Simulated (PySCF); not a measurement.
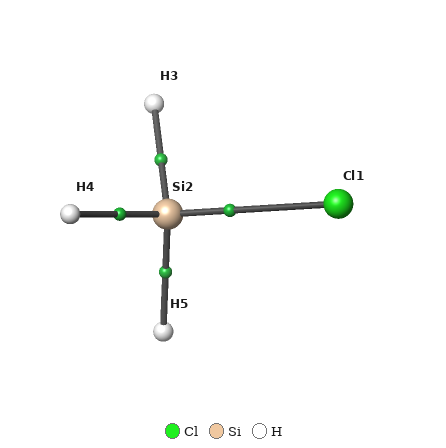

Figure 1: ClH₃Si, SMILES `Cl[SiH3]`. Molecular graph of the electron density (QTAIM): bond paths, bond critical points (green), ring points (magenta, if any); weak paths are dashed.

Computed with PySCF, ωB97X/def2-TZVP, geometry: GFN2-xTB. No frequency check shows the geometry to be a minimum. GFN2-xTB bond lengths at metals and heavier atoms can be off by up to 0.1 Å and shapes distorted, which carries into these values.

The calculation's input:

```python
import numpy as np
from pyscf import gto, scf, dft
from pyscf.scf import atom_ks, atom_hf
from scipy.linalg import block_diag

def solve(mol, dm0=None, hcore=None):
    mf = (dft.UKS if mol.spin else dft.RKS)(mol, xc='wb97x')
    mf.grids.level = 3
    mf = mf.density_fit(auxbasis='def2-universal-jkfit')
    mf.conv_tol, mf.max_cycle = 1e-8, 80
    if hcore is not None:
        mf.get_hcore = lambda *args: hcore
    mf.kernel(dm0)
    if not mf.converged:
        mf = mf.newton().run(mf.mo_coeff, mf.mo_occ, max_cycle=30)
    assert mf.converged, 'SCF not converged'
    return mf

mol = gto.M(atom='''
Cl    -1.04521     0.00001     0.00004
Si     0.96496    -0.00002     0.00005
H      1.41926    -1.25841    -0.58116
H      1.42063     0.12602     1.37895
H      1.41921     1.13260    -0.79915
''', basis='def2-tzvp', charge=0, spin=0, verbose=4)
mf = solve(mol)
mf.analyze()
# spherically averaged free atoms, for the promolecule
atm = atom_ks.get_atm_nrks(mol, xc='wb97x')
pro = block_diag(*[(atm[a[0]][2] * atm[a[0]][3]) @ atm[a[0]][2].T for a in mol._atom])
np.savez('result.npz', e=mf.e_tot, c=mf.mo_coeff, occ=mf.mo_occ, eps=mf.mo_energy, pro=pro, dip=mf.dip_moment(verbose=0), s2=mf.spin_square()[0])
```

Run with:

```sh
OMP_NUM_THREADS=1 python input.py
```

The run took 4.1 s on 1 thread of Intel(R) Xeon(R) 6975P-C (Granite Rapids) (shared host), peak memory 0.39 GiB.

Partitions, critical points and surface values were worked out afterwards from this run's density.

How many critical points of each kind are there, and does the count close?

5 nuclei, 4 bond, 0 ring and 0 cage critical points: 5 − 4 + 0 − 0 = 1, as the Poincaré–Hopf relation requires.

What does the calculation give at each kind of bond critical point?

| bond | length (Å) | ρ (a.u.) | ∇²ρ (a.u.) | ε | H (a.u.) |
| --- | --- | --- | --- | --- | --- |
| Si2–H4 (3 alike) | 1.458 | 0.129 | +0.18 | 0.02 | −0.083 |
| Cl1–Si2 | 2.010 | 0.106 | +0.29 | 0.00 | −0.055 |

What kind of interaction is Si2–H4?

Polar or intermediate (positive Laplacian, negative energy density H): ρ = 0.129, ∇²ρ = +0.18, H = −0.083 a.u.
